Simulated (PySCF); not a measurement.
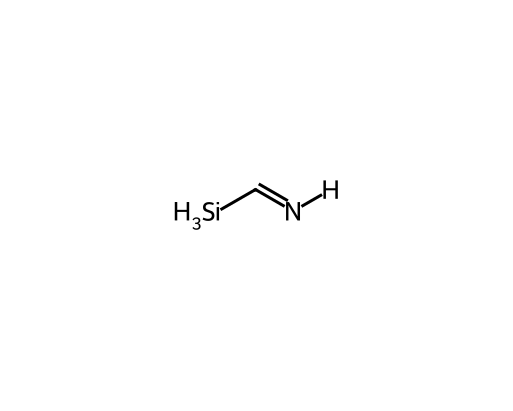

A structural formula.

Question: Write the SMILES.

Answer: [H]/N=C/[SiH3]

Question: Give the formula, hydrogens included.

Answer: CH5NSi.

More results for the same structure follow; atom numbers are the same in all pictures, views and colours differ. The computed structure is the end point of a PBE0-D3(BJ)/def2-SVP optimisation. No frequency run is at hand to confirm it as a minimum.

### Polarisability

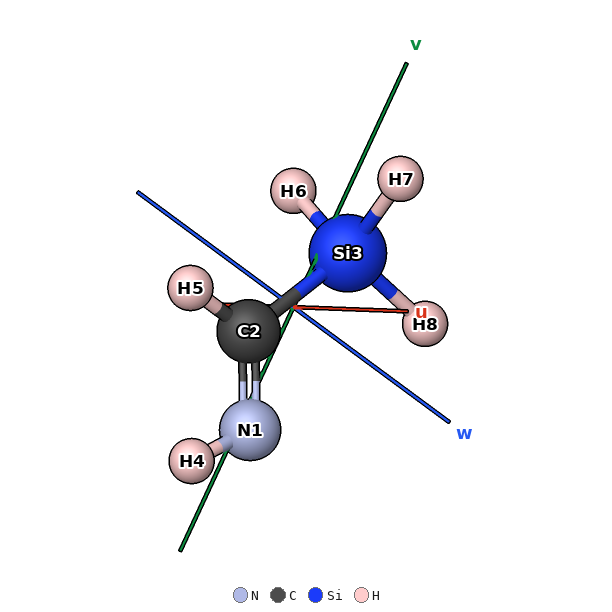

The lines u, v and w are the principal axes of the static dipole polarisability. No frequency run is at hand to confirm it as a minimum. Method: PBE0/def2-TZVP (PySCF 2.14.0).

Question: Along which axis is the molecule most polarisable, and along which least?

Answer: Most along v, least along u.

Question: Give the three principal values.

Answer: u 37.5, v 59.5, w 45.2 bohr³; mean 47.4, anisotropy 19.4 bohr³.

### Excitation

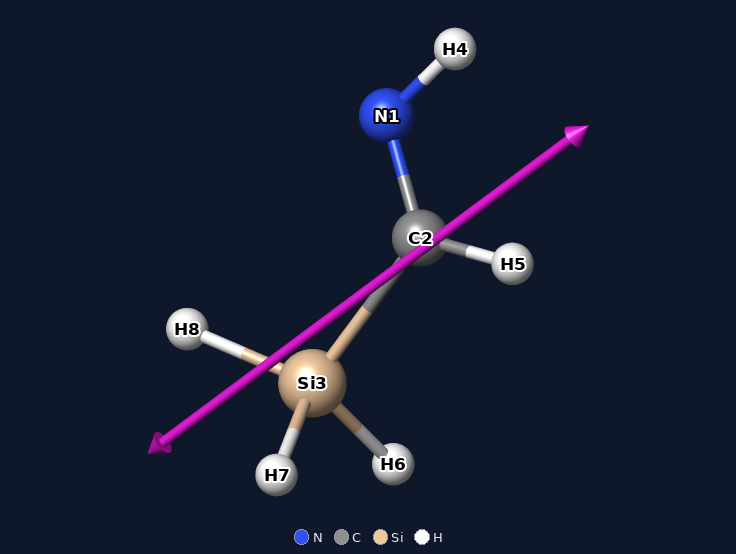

The double arrow shows the direction of the transition dipole to excited singlet state 3 (its length means nothing). No frequency run is at hand to confirm it as a minimum. Properties computed with TDDFT PBE0/def2-TZVPD, vertical, gas phase, core orbitals frozen in the response (PySCF 2.14.0).

Question: Where does the transition lie, and how strong is it?

Answer: 7.03 eV (176 nm), oscillator strength 0.036, mainly HOMO → LUMO+3 (weight 0.85); transition dipole 1.16 D.

### Core levels

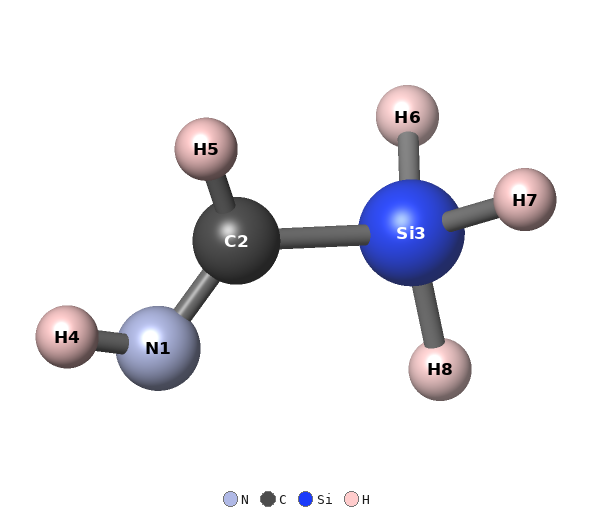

No frequency run is at hand to confirm it as a minimum. Method: delta-SCF UKS B3LYP, pcX-2 on the ionised atom, pcseg-1 elsewhere, spin-free X2C (PySCF 2.14.0).

Give the core-electron binding energies (to vacuum; p and d levels without spin–orbit splitting) of N1 1s, C2 1s, Si3 1s, Si3 2p.

| atom | level | binding energy (eV) |
| --- | --- | --- |
| N1 | 1s | 405.0 |
| C2 | 1s | 291.9 |
| Si3 | 1s | 1845.4 |
| Si3 | 2p | 107.2 |
